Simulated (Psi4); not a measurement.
# HSE06/aug-cc-pVTZ run of [NH2]− (SMILES [NH2-])

Aim: the energy change on altering one bond length of [NH2]− at HSE06/aug-cc-pVTZ, from 2 runs. 

The calculation is run with Psi4 1.11.

5 further runs of the same task are left out: 2 that didn't finish, 3 set aside as unsound or not needed.

## 1. The structure to begin with

[NH2]−: 3 atoms, total charge -1, spin state singlet. SMILES: `[NH2-]`. The shape is that of a PBE0-D4/def2-TZVPD optimisation.

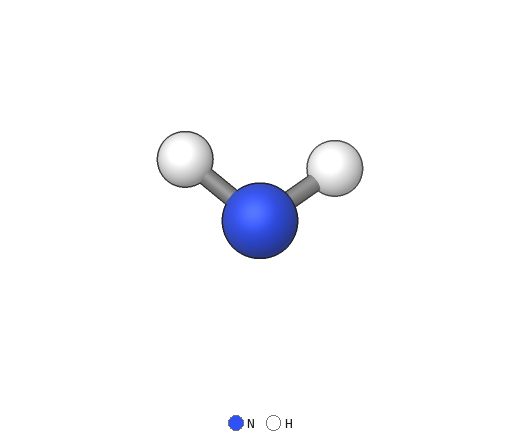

Viewed from a chosen angle; nitrogen blue, hydrogen white.

## 2. Energy and forces at HSE06/aug-cc-pVTZ

calc.dat

```
memory 1600 MB

molecule m {
  -1 1
  N      0.64666428    -0.38361440     0.31879680
  H      0.23716063     1.51404857     0.29479728
  H     -0.88382491    -1.13043417    -0.61359407
  units au
  symmetry c1
}

set puream true
set e_convergence 1e-09
set d_convergence 1e-08
set scf_type pk
set dft_radial_points 99
set dft_spherical_points 590

gradient('hse06/aug-cc-pVTZ')
```

On the command line:

```console
$ psi4 -n 1 calc.dat calc.out
```

calc.out, shortened:

```text
[...]
  Running in c1 symmetry.
[...]
  Nuclear repulsion =    7.542852420928845
[...]
  Multiplicity = 1
[...]
  Nalpha       = 5
  Nbeta        = 5
[...]
    Number of basis functions: 92
[...]
   @RKS iter   1:   -55.38654159170056   -3.38038e-02   1.09675e-02 DIIS/ADIIS
[...]
   @RKS iter  10:   -55.86176533502613   -3.83693e-13   3.34673e-09 DIIS
[...]
    Orbital Energies [Eh]
    ---------------------
    Doubly Occupied:
       1A    -14.042738     2A     -0.504167     3A     -0.142556
       4A     -0.004101     5A      0.069924
[...]
  @RKS Final Energy:   -55.86176533502613
   => Energetics <=
    Nuclear Repulsion Energy =              7.5428524209288454
    One-Electron Energy =                 -93.2192002070015775
    Two-Electron Energy =                  35.8343613664708514
    DFT Exchange-Correlation Energy =      -6.0197789154242489
    Empirical Dispersion Energy =           0.0000000000000000
    VV10 Nonlocal Energy =                  0.0000000000000000
    Total Energy =                        -55.8617653350261349
[...]
 Multipole Moments:
 ------------------------------------------------------------------------------------
     Multipole            Electronic (a.u.)      Nuclear  (a.u.)        Total (a.u.)
 ------------------------------------------------------------------------------------
 L = 1.  Multiply by 2.5417464519 to convert [e a0] to [Debye]
 Dipole X            :          0.4640182           -0.9370214           -0.4730033
 Dipole Y            :         -0.2482782            0.5013879            0.2531097
 Dipole Z            :         -0.0000000           -0.0000000           -0.0000000
 Magnitude           :                                                    0.5364668
[...]
  -Total Gradient:
     Atom            X                  Y                   Z
    ------   -----------------  -----------------  -----------------
       1        0.001669432856    -0.000884560771    -0.000000000000
       2       -0.000754084589     0.000595364691     0.000000000000
       3       -0.000922966716     0.000293175629     0.000000000000
[...]
```

Wall time 62 s (1 thread of Intel Xeon at 2.50GHz (Skylake/Cascade Lake), shared host); peak memory 0.89 GiB.

## 3. The distorted shape, same level

calc.dat

```
memory 1.6 GB

molecule m {
  -1 1
  N      0.374704    -0.353627     0.170605
  H      0.125500     0.801200     0.156000
  H     -0.435196    -0.748827    -0.322795
  symmetry c1
  no_reorient
  no_com
}

set {
  basis                aug-cc-pVTZ
  puream               true
  e_convergence        1e-09
  d_convergence        1e-08
  scf_type             pk
  dft_radial_points    99
  dft_spherical_points 590
}

e, wfn = gradient('hse06', return_wfn=True)
print_variables()
```

On the command line:

```console
$ psi4 -i calc.dat -o calc.out -n 1
```

calc.out, shortened:

```text
[...]
  Running in c1 symmetry.
[...]
  Nuclear repulsion =    7.048926975365095
[...]
  Multiplicity = 1
[...]
  Nalpha       = 5
  Nbeta        = 5
[...]
    Number of basis functions: 92
[...]
   @RKS iter   1:   -55.37542757000553   -6.26543e-02   1.08143e-02 DIIS/ADIIS
[...]
   @RKS iter  11:   -55.84917506679960   -4.32721e-12   1.38932e-09 DIIS
[...]
    Orbital Energies [Eh]
    ---------------------
    Doubly Occupied:
       1A    -14.062325     2A     -0.486952     3A     -0.127440
       4A     -0.008222     5A      0.067648
[...]
  @RKS Final Energy:   -55.84917506679960
   => Energetics <=
    Nuclear Repulsion Energy =              7.0489269753650952
    One-Electron Energy =                 -92.2483588428988242
    Two-Electron Energy =                  35.3272615172577105
    DFT Exchange-Correlation Energy =      -5.9770047165235827
    Empirical Dispersion Energy =           0.0000000000000000
    VV10 Nonlocal Energy =                  0.0000000000000000
    Total Energy =                        -55.8491750667996030
[...]
 Multipole Moments:
 ------------------------------------------------------------------------------------
     Multipole            Electronic (a.u.)      Nuclear  (a.u.)        Total (a.u.)
 ------------------------------------------------------------------------------------
 L = 1.  Multiply by 2.5417464519 to convert [e a0] to [Debye]
 Dipole X            :         -5.3281577            4.3713749           -0.9567827
 Dipole Y            :          5.2772871           -4.5788366            0.6984505
 Dipole Z            :         -2.3991938            1.9415802           -0.4576135
 Magnitude           :                                                    1.2699120
[...]
  -Total Gradient:
     Atom            X                  Y                   Z
    ------   -----------------  -----------------  -----------------
       1        0.010253830925    -0.067964795706    -0.001597154187
       2       -0.012211341873     0.071654477211     0.000903928663
       3        0.001949538888    -0.003684498021     0.000689344240
[...]
```

Wall time 63 s (1 thread of Intel Xeon at 2.50GHz (Skylake/Cascade Lake), shared host); peak memory 0.89 GiB.

## 4. What came out

Level: HSE06/aug-cc-pVTZ.

```
                                                              quantity         value
                                             first shape: total energy  -55.86177 Eh
                                              first shape: HOMO energy       1.90 eV
                                              first shape: LUMO energy       3.48 eV
    first shape: HOMO–LUMO gap (to an unbound level, set by the basis)       1.57 eV
                                 first shape: largest force on an atom    0.097 eV/Å
                                         distorted shape: total energy  -55.84918 Eh
                                          distorted shape: HOMO energy       1.84 eV
                                          distorted shape: LUMO energy       3.45 eV
distorted shape: HOMO–LUMO gap (to an unbound level, set by the basis)       1.61 eV
                             distorted shape: largest force on an atom    3.738 eV/Å
     energy change with the N1–H2 bond stretched from 1.027 to 1.181 Å      0.343 eV
```

**Reading.** With the N1–H2 bond stretched from 1.027 to 1.181 Å the energy rises by 0.34 eV (7.9 kcal/mol). The first shape isn't relaxed at this level, so the change isn't measured from a minimum. The HOMO (first shape) lies at positive energy, 1.90 eV; only total energies tell whether the electron is bound. The HOMO (distorted shape) lies at positive energy, 1.84 eV; only total energies tell whether the electron is bound.
